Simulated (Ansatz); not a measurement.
```yaml
atoms:
  - { symbol: Si, position_ang: [-0.4104, -0.2117, -0.2236] }
  - { symbol: Si, position_ang: [2.1412, -0.7108, -0.0435] }
  - { symbol: Si, position_ang: [-0.7924, 1.4512, -1.8118] }
  - { symbol: Si, position_ang: [-1.4184, -0.3380, 1.8778] }
  - { symbol: O, position_ang: [-0.4558, -1.6743, -1.0187] }
  - { symbol: H, position_ang: [1.0595, 0.5463, 0.4164] }
  - { symbol: Cl, position_ang: [0.4540, 2.0645, 1.0644] }
  - { symbol: H, position_ang: [1.9645, -2.0091, 0.6484] }
  - { symbol: H, position_ang: [3.2303, 0.0709, 0.5921] }
  - { symbol: H, position_ang: [2.3676, -0.8737, -1.4962] }
  - { symbol: H, position_ang: [-1.7455, 2.4353, -1.2485] }
  - { symbol: H, position_ang: [0.4987, 2.0868, -2.1702] }
  - { symbol: H, position_ang: [-1.3822, 0.8289, -3.0307] }
  - { symbol: H, position_ang: [-0.3794, -0.3954, 2.9341] }
  - { symbol: H, position_ang: [-2.2039, -1.6105, 1.9337] }
  - { symbol: H, position_ang: [-2.3418, 0.8050, 2.0656] }
  - { symbol: H, position_ang: [-0.5860, -2.4653, -0.4893] }
```

A transition-state structure; geometry: PBE0-D4/def2-TZVP.

Level of theory: RKS PBE0-D4/def2-TZVPP (Ansatz 0.2.0).

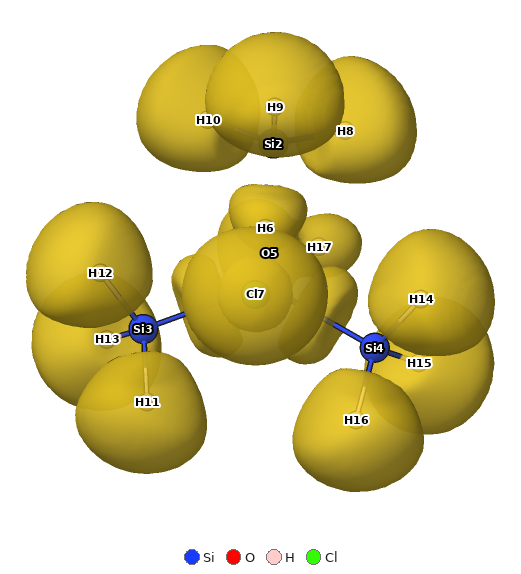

H₇OSi₃···H₃Si···H···Cl. Isosurface of the ELF at 0.75 (yellow), seen across its widest extent. Only the valence region is drawn (cores and ρ < 0.01 e/Å³ removed).

### Where are the electrons localised?

The ELF exceeds this value in two regions between bonded Si–Si atoms (shared pairs), nine regions around hydrogen nuclei, one region wrapped around Cl (its valence shell), one joined region spread over several atoms (H, O), in which their bonds and any lone pairs are merged and one joined region spread over several atoms (H, Si), in which their bonds and any lone pairs are merged. Along the contacts the grid gives the following. Si2···H6 (1.72 Å): the ELF climbs to about 1 towards the hydrogen, as it does in any bond to H. Cl7···H6 (1.76 Å): the ELF climbs to about 0.95 towards the hydrogen.
